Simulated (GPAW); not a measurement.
CH₃BrMg: property calculation

System: CH₃BrMg.
Method: revPBE/dzp, scalar-relativistic datasets (GPAW 26.7.0).

The geometry comes from this level: PBE0-D4/def2-TZVP.

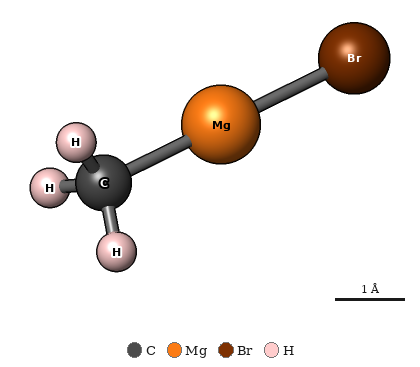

**Figure 1.** The input geometry (ball-and-stick view, seen at an oblique angle). Sticks mark near contacts. Bond lengths as drawn: Br–Mg 2.35 Å, C–H 1.09 Å and C–Mg 2.07 Å.

### Input file (calc.py)
```python
import numpy as np
from ase import Atoms
from ase.units import Debye
from gpaw import GPAW

# Structure
atoms = Atoms('CMgBrHHH',
    positions=[[ -0.585100,   0.487000,  -0.428300],
               [  0.805100,  -0.681600,   0.559300],
               [  2.382500,  -2.007200,   1.679800],
               [ -1.483300,  -0.085400,  -0.676800],
               [ -0.180100,   0.884800,  -1.363200],
               [ -0.897100,   1.338500,   0.183000]])
atoms.center(vacuum=5.5)

# Calculator
calculator = GPAW(mode='lcao',
                  h=0.22,
                  basis='dzp',
                  xc='revPBE',
                  maxiter=100,
                  symmetry='off',
                  txt='mol.txt')
atoms.calc = calculator

energy = atoms.get_potential_energy()
print(f'Energy                  {energy:.5f} eV')
forces = atoms.get_forces()
print('Forces (eV/Ang)')
for symbol, f in zip(atoms.symbols, forces):
    print(f'{symbol:2} {f[0]:9.4f} {f[1]:9.4f} {f[2]:9.4f}')
dipole = atoms.get_dipole_moment() / Debye
print(f'Dipole: {np.linalg.norm(dipole):.3f} D')
homo, lumo = calculator.get_homo_lumo()
print(f'HOMO                    {homo:.3f} eV')
print(f'LUMO: {lumo:.3f} eV')
print(f'Gap                     {lumo - homo:.3f} eV')
```

Hardware: 1 thread of Arm Neoverse V1, 24 GiB of memory available, shared host.

Run as:
```bash
OMP_NUM_THREADS=1 python calc.py
```

### What the program printed
```
Energy                  -22.01397 eV
Forces (eV/Ang)
C     0.3669   -0.3283    0.2471
Mg   -0.0229    0.0196   -0.0196
Br    0.2002   -0.1700    0.1521
H    -0.6066   -0.3677   -0.1639
H     0.3205    0.2370   -0.6328
H    -0.2407    0.5581    0.4711
Dipole: 1.868 D
HOMO                    -6.265 eV
LUMO: -1.233 eV
Gap                     5.031 eV
```

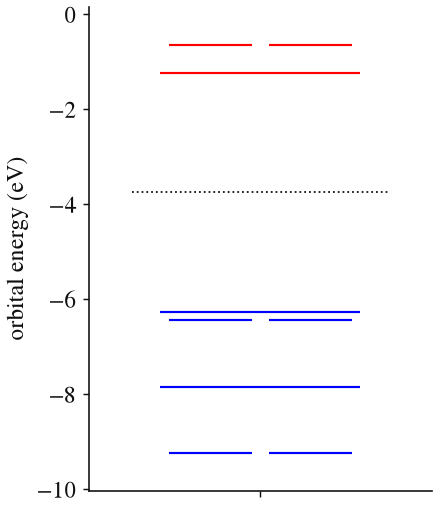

**Figure 2.** Orbital energies near the frontier; the dotted line parts filled from empty levels, and levels within 0.02 eV of each other stand side by side. Highest filled −6.26 eV, lowest empty −1.23 eV, 5.03 eV apart.

### Results in brief

| quantity | value |
| --- | --- |
| outcome | converged |
| energy relative to the program's reference atoms | −22.0140 eV |
| basis functions | 60 |
| largest force | 0.769 eV/Å |
| HOMO | −6.26 eV |
| LUMO | −1.23 eV |
| dipole moment | 1.87 D |
| wall time | 11 s |
| peak memory | 0.68 GiB |

On so coarse a grid the energy depends on the position of the molecule, which gives spurious forces.
